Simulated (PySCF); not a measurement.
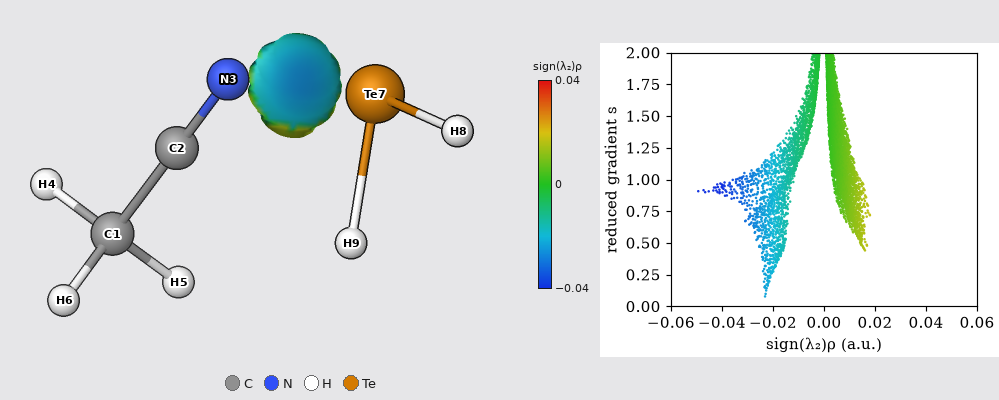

Figure 1: C₂H₅NTe, SMILES `CC#N.[TeH2]`. Non-covalent interaction surfaces between the fragments (reduced density gradient s = 0.5, coloured by sign(λ₂)ρ in a.u.; trimmed to the region between the fragments where ρ is under 0.06 a.u.). Fragment A: H3C2N (atoms 1–6); fragment B: TeH2. The plot gives s against sign(λ₂)ρ for grid points between the fragments.

Level of theory: B3LYP/def2-TZVP (PySCF), at a geometry from GFN2-xTB. Core potentials replace the inner electrons of Te; spin–orbit coupling isn't included. GFN2-xTB bond lengths at metals and heavier atoms can be off by up to 0.1 Å and shapes distorted, which carries into these values.

The calculation's input:

```python
import numpy as np
from pyscf import gto, scf, dft
from pyscf.scf import atom_ks, atom_hf
from scipy.linalg import block_diag
from pyscf.dispersion import dftd3

def solve(mol, dm0=None, hcore=None):
    mf = (dft.UKS if mol.spin else dft.RKS)(mol, xc='b3lyp')
    mf.grids.level = 3
    mf = mf.density_fit(auxbasis='def2-universal-jkfit')
    mf.conv_tol, mf.max_cycle = 1e-8, 80
    if hcore is not None:
        mf.get_hcore = lambda *args: hcore
    mf.kernel(dm0)
    if not mf.converged:
        mf = mf.newton().run(mf.mo_coeff, mf.mo_occ, max_cycle=30)
    assert mf.converged, 'SCF not converged'
    return mf

mol = gto.M(atom='''
C     -3.85393     0.40601    -0.00467
C     -2.58161    -0.25376     0.00249
N     -1.56982    -0.78607     0.00774
H     -4.63351    -0.30323    -0.28045
H     -4.06114     0.80577     0.98726
H     -3.83394     1.22208    -0.72629
Te     1.13567     0.01112    -0.00122
H      2.61388     0.77136    -0.00303
H      0.46173     1.51453     0.04477
''', basis='def2-tzvp', ecp={'Te': 'def2-tzvp'}, charge=0, spin=0, verbose=4)
mol_a = gto.M(atom='''
C     -3.85393     0.40601    -0.00467
C     -2.58161    -0.25376     0.00249
N     -1.56982    -0.78607     0.00774
H     -4.63351    -0.30323    -0.28045
H     -4.06114     0.80577     0.98726
H     -3.83394     1.22208    -0.72629
ghost-Te     1.13567     0.01112    -0.00122
ghost-H      2.61388     0.77136    -0.00303
ghost-H      0.46173     1.51453     0.04477
''', basis='def2-tzvp', charge=0, spin=0, verbose=4)
mol_b = gto.M(atom='''
ghost-C     -3.85393     0.40601    -0.00467
ghost-C     -2.58161    -0.25376     0.00249
ghost-N     -1.56982    -0.78607     0.00774
ghost-H     -4.63351    -0.30323    -0.28045
ghost-H     -4.06114     0.80577     0.98726
ghost-H     -3.83394     1.22208    -0.72629
Te     1.13567     0.01112    -0.00122
H      2.61388     0.77136    -0.00303
H      0.46173     1.51453     0.04477
''', basis='def2-tzvp', ecp={'Te': 'def2-tzvp'}, charge=0, spin=0, verbose=4)
ab, a, b = solve(mol), solve(mol_a), solve(mol_b)
e_int = ab.e_tot - a.e_tot - b.e_tot
print('counterpoise-corrected interaction energy / kcal/mol', e_int * 627.5095)
def disp(atoms, charge):
    m = gto.M(atom=atoms, charge=charge, basis='sto-3g', spin=None, unit='Bohr', verbose=0)
    return dftd3.DFTD3Dispersion(m, xc='b3lyp', version='d3bj').get_dispersion()['energy']
e_disp = disp(mol._atom, mol.charge) - disp(mol._atom[:6], mol_a.charge) - disp(mol._atom[6:], mol_b.charge)
print('D3(BJ) part / kcal/mol', e_disp * 627.5095)
# spherically averaged free atoms, for the promolecule
atom_ks.AtomSphAverageRKS.init_guess_by_vsap = lambda self, mol=None: self.init_guess_by_minao(mol)  # core potentials
atm = atom_ks.get_atm_nrks(mol, xc='b3lyp')
pro = block_diag(*[(atm[a[0]][2] * atm[a[0]][3]) @ atm[a[0]][2].T for a in mol._atom])
np.savez('result.npz', e_int=e_int, e_disp=e_disp, dm_a=a.make_rdm1(), dm_b=b.make_rdm1(), c=ab.mo_coeff, occ=ab.mo_occ, eps=ab.mo_energy, pro=pro, d=[f.dip_moment(verbose=0) for f in (ab, a, b)])
```

Command:

```sh
OMP_NUM_THREADS=1 python input.py
```

The run took 56 s on 1 thread of Arm Neoverse V1, with other jobs on the host, peak memory 0.76 GiB.

Partitions, critical points and surface values were worked out afterwards from this run's density.

### Interpret the surfaces between the fragments.

Bond critical points between the fragments: N3···Te7, 2.82 Å, ρ = 0.023 a.u. It appears blue-green. The pose is a local one from a semi-empirical search, not shown to be the most stable.

### How strongly are they bound?

The counterpoise-corrected interaction energy of the frozen fragments is +1.9 kcal/mol without dispersion correction and −0.4 kcal/mol with D3(BJ). The pair geometry is semi-empirical, not a minimum at this level.
